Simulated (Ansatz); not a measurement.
[SnH3]− (SMILES [H][Sn-]([H])[H]): the energy, rung by rung

The species is [SnH3]− (4 atoms), meant as a singlet with charge -1. SMILES: `[H][Sn-]([H])[H]`. The shape comes from GFN2-xTB, which is rough for such elements, and wasn't checked as a minimum.

```xyz
4

Sn   -0.0064    0.0057    0.7917
H     1.6378   -0.0336   -0.2516
H    -0.7869    1.4325   -0.2804
H    -0.8445   -1.4046   -0.2596
```

Quantity: the energy change with the Sn1–H4 bond stretched from 1.949 to 2.436 Å, in eV. The values are calculated.

```
                        level                    kind  program  value (eV)  less FCI/STO-3G
     BLYP/STO-3G (restricted)                     GGA   Ansatz        1.40            -0.16
      PBE/STO-3G (restricted)                     GGA   Ansatz        1.44            -0.12
   r2SCAN/STO-3G (restricted)                meta-GGA   Ansatz        1.55            -0.01
    BHLYP/STO-3G (restricted)           global hybrid   Ansatz        1.78            +0.22
CAM-B3LYP/STO-3G (restricted)  range-separated hybrid   Ansatz        1.72            +0.16
  RPA@PBE/STO-3G (restricted)                     RPA   Ansatz        1.45            -0.11
      MP2/STO-3G (restricted)     perturbation theory   Ansatz        1.78            +0.22
  CCSD(T)/STO-3G (restricted)   coupled cluster or CI   Ansatz        1.56             0.00
                   FCI/STO-3G      exact in the basis   Ansatz        1.56             0.00
```

FCI/STO-3G is exact within its basis and frozen core, so for wave-function methods in that basis the difference is their error; functionals converge differently with the basis, so for them it is only a difference. All-electron rows without a relativistic Hamiltonian named are non-relativistic. Sets without diffuse functions describe the anion poorly. The first shape isn't each level's own minimum. The values span 1.40 to 1.78 eV. All rows use very small basis sets, so even the best lies far from the true value. In the correlated wave-function rows the outer d shell of Sn is correlated, in sets not made for it.

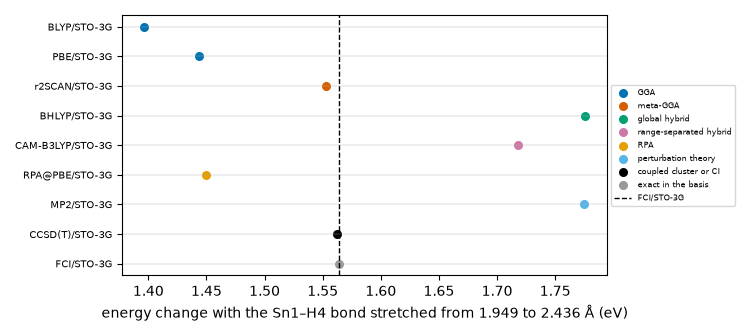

The values of the table, level by level.
